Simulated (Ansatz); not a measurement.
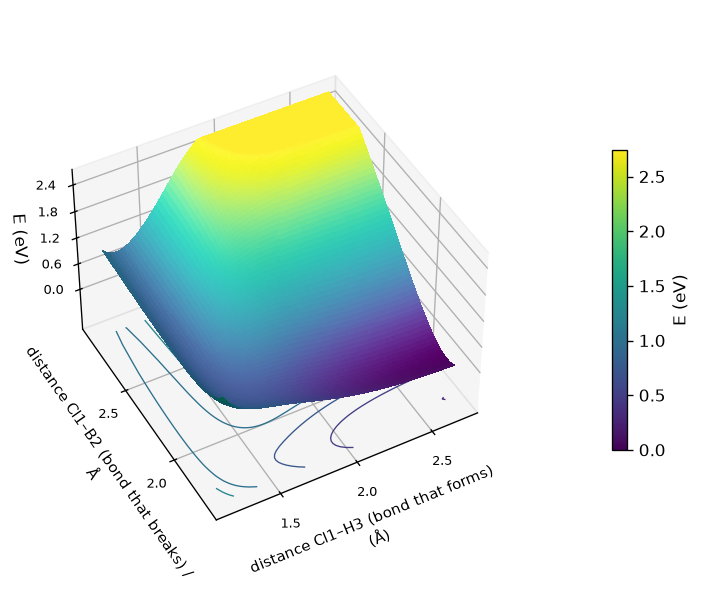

Energy landscape of the reacting system BClH3 (fragments BClH₂ + H where the first distance is long, ClH + BH₂ where the second is long), spin multiplicity 2. First axis: distance Cl1–H3 (bond that forms). Second axis: distance Cl1–B2 (bond that breaks). Relaxed at each point: all other coordinates. The scan uses a 13 × 13 grid. Points are written as (first, second). All energies are given in eV relative to the lowest grid point. Level of theory: UKS PBE0-D4/def2-SVP (Ansatz).

The picture shows a relief with its contours projected below, any walls above the top of the colour scale cut off. Between grid points the surface is interpolated. 

Describe this landscape.

The lowest grid point is at (2.697 Å, 1.728 Å). It lies in a valley that leaves the map towards separated partners. The highest grid point, (2.697 Å, 2.874 Å), lies 3.63 eV above the lowest.

Grid values (eV):

| second ↓, first → | 1.197 | 1.264 | 1.357 | 1.462 | 1.577 | 1.699 | 1.828 | 1.962 | 2.101 | 2.244 | 2.391 | 2.542 | 2.697 |
| --- | --- | --- | --- | --- | --- | --- | --- | --- | --- | --- | --- | --- | --- |
| 2.874 | 1.04 | 0.89 | 0.95 | 1.25 | 1.71 | 2.27 | 2.72 | 3.07 | 3.30 | 3.46 | 3.55 | 3.60 | 3.63 |
| 2.750 | 1.01 | 0.86 | 0.92 | 1.21 | 1.68 | 2.21 | 2.59 | 2.87 | 3.06 | 3.17 | 3.23 | 3.26 | 3.27 |
| 2.629 | 0.98 | 0.83 | 0.89 | 1.18 | 1.63 | 2.11 | 2.42 | 2.64 | 2.77 | 2.83 | 2.87 | 2.88 | 2.89 |
| 2.512 | 0.96 | 0.81 | 0.86 | 1.14 | 1.57 | 1.97 | 2.22 | 2.36 | 2.44 | 2.47 | 2.48 | 2.48 | 2.48 |
| 2.397 | 0.94 | 0.78 | 0.83 | 1.09 | 1.47 | 1.80 | 1.97 | 2.04 | 2.07 | 2.07 | 2.07 | 2.06 | 2.06 |
| 2.286 | 0.93 | 0.76 | 0.80 | 1.04 | 1.35 | 1.59 | 1.69 | 1.70 | 1.69 | 1.67 | 1.65 | 1.64 | 1.63 |
| 2.179 | 0.92 | 0.75 | 0.77 | 0.96 | 1.20 | 1.35 | 1.38 | 1.35 | 1.31 | 1.27 | 1.25 | 1.23 | 1.21 |
| 2.076 | 0.93 | 0.74 | 0.73 | 0.86 | 1.01 | 1.09 | 1.07 | 1.01 | 0.95 | 0.90 | 0.86 | 0.83 | 0.82 |
| 1.978 | 0.95 | 0.75 | 0.69 | 0.76 | 0.83 | 0.84 | 0.78 | 0.70 | 0.63 | 0.57 | 0.52 | 0.49 | 0.47 |
| 1.886 | 1.00 | 0.78 | 0.67 | 0.67 | 0.69 | 0.65 | 0.56 | 0.46 | 0.37 | 0.31 | 0.26 | 0.23 | 0.20 |
| 1.802 | 1.10 | 0.85 | 0.71 | 0.65 | 0.61 | 0.54 | 0.43 | 0.32 | 0.22 | 0.15 | 0.10 | 0.06 | 0.04 |
| 1.728 | 1.27 | 1.00 | 0.81 | 0.72 | 0.64 | 0.54 | 0.41 | 0.29 | 0.19 | 0.12 | 0.06 | 0.02 | 0.00 |
| 1.674 | 1.47 | 1.18 | 0.97 | 0.85 | 0.74 | 0.62 | 0.49 | 0.36 | 0.26 | 0.18 | 0.12 | 0.08 | 0.06 |

Each point was launched as `ansatz run input.yaml --threads 1 --pin off --max-ram 2560MiB --backend cpu --events-out ev --progress --plain --runs-dir out`. The whole map (169 points run) took 8.8 min on 1 thread of AMD EPYC 9R45 (Zen 5), with other jobs on the host.
